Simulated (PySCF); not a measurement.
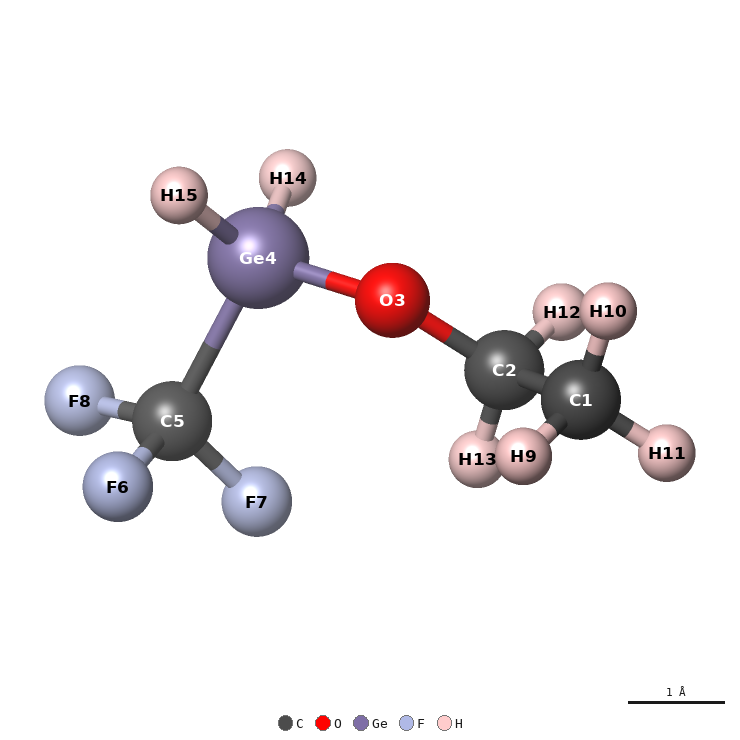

The computed structure is the end point of a GFN2-xTB optimisation. No frequency run is at hand to confirm it as a minimum.

Give these bond angles: C1–C2–O3, C1–C2–H12, C2–C1–H9, C2–C1–H11, C2–O3–Ge4, O3–C2–H12, O3–C2–H13, Ge4–C5–F6, Ge4–C5–F7, Ge4–C5–F8, C5–Ge4–H14, C5–Ge4–H15.

```json
{"angle": "C1–C2–O3", "degrees": "108.1"}
{"angle": "C1–C2–H12", "degrees": "110.2"}
{"angle": "C2–C1–H9", "degrees": "109.9"}
{"angle": "C2–C1–H11", "degrees": "109.8"}
{"angle": "C2–O3–Ge4", "degrees": "130.7"}
{"angle": "O3–C2–H12", "degrees": "109.4"}
{"angle": "O3–C2–H13", "degrees": "110.4"}
{"angle": "Ge4–C5–F6", "degrees": "111.7"}
{"angle": "Ge4–C5–F7", "degrees": "111.7"}
{"angle": "Ge4–C5–F8", "degrees": "113.7"}
{"angle": "C5–Ge4–H14", "degrees": "106.9"}
{"angle": "C5–Ge4–H15", "degrees": "110.5"}
```
